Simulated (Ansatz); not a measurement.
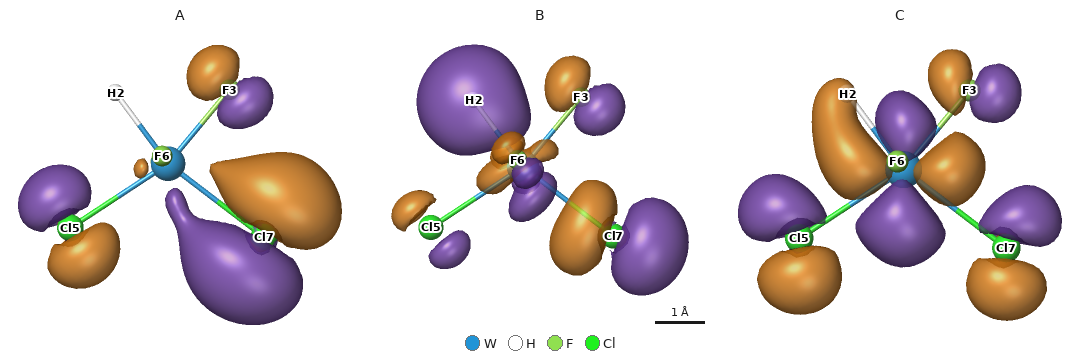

Figure 1: Cl$_{2}$F$_{3}$HW. Three frontier orbitals at ±0.1 Å⁻³ᐟ² (orange and purple are the two phases), in no order.

Core potentials replace the inner electrons of W.

Level of theory: Ansatz 0.2.0, RKS r2SCAN-D4/def2-SVP.

Input file:

```
crystal:
  periodic: [false, false, false]
  atoms:
    - { symbol: W, position_ang: [0.0, 0.0, 0.0] }
    - { symbol: H, position_ang: [0.0, 0.0, 1.72] }
    - { symbol: F, position_ang: [1.85, 0.0, 0.0] }
    - { symbol: F, position_ang: [0.0, 1.85, 0.0] }
    - { symbol: Cl, position_ang: [-2.39, 0.0, 0.0] }
    - { symbol: F, position_ang: [0.0, -1.85, 0.0] }
    - { symbol: Cl, position_ang: [0.0, 0.0, -2.39] }
basis:
  gaussian: { orbitals: def2-SVP }
hamiltonian:
  xc: r2scan
  dispersion: d4
relax:
  f_tol: 0.02
  max_steps: 40
output:
  orbitals: {}
```

Run with:

```sh
ansatz run input.yaml --threads 4 --pin off --max-ram 5120MiB --backend cpu --events-out ev --progress --plain --runs-dir out
```

The fields are those of the run's last geometry, not of the input's.

Which picture is the HOMO−1, the HOMO and the LUMO?

A is the HOMO−1 (−9.10 eV). Its weight (Hirshfeld) is mainly on Cl7 (about 75 %), Cl5 (about 10 %) and F3 (about 10 %); largely a lone pair of Cl7. B is the HOMO (−8.28 eV). Its weight (Hirshfeld) is mainly on H2 (about 30 %), Cl7 (about 30 %), W1 (about 20 %) and F3 (about 10 %). C is the LUMO (−5.57 eV). By Hirshfeld shares it lies mainly on W1 (about 60 %), Cl5 (about 15 %), Cl7 (about 10 %) and F3 (about 10 %).

What is the HOMO–LUMO gap?

2.71 eV between the orbital energies.
